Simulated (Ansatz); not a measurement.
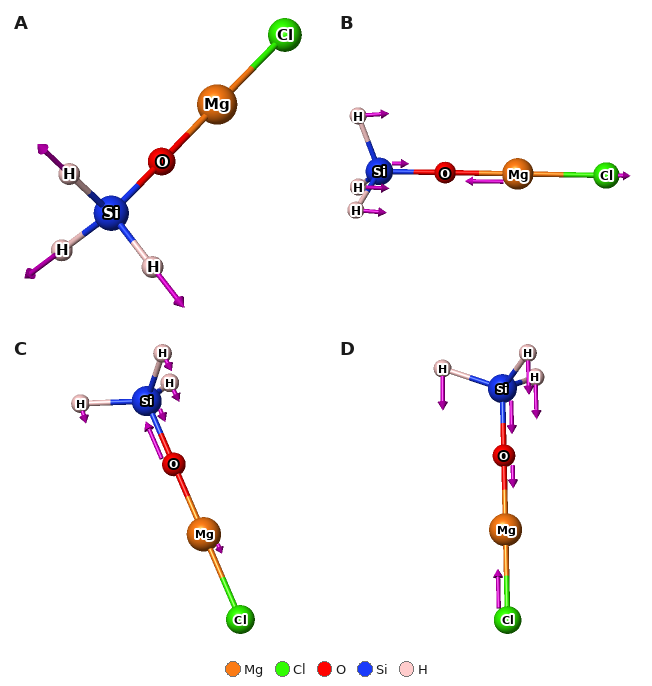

4 normal modes of one molecule or complex, as arrows. Harmonic vibrations computed with RKS PBE0-D4/def2-TZVP (Ansatz 0.2.0) at a stationary point of the same level.

### Match the panels to the wavenumbers 320 cm⁻¹, 636 cm⁻¹, 1105 cm⁻¹, 2200 cm⁻¹.

A: 2200 cm⁻¹, in-phase stretching of 3 Si–H bonds
B: 636 cm⁻¹
C: 1105 cm⁻¹
D: 320 cm⁻¹
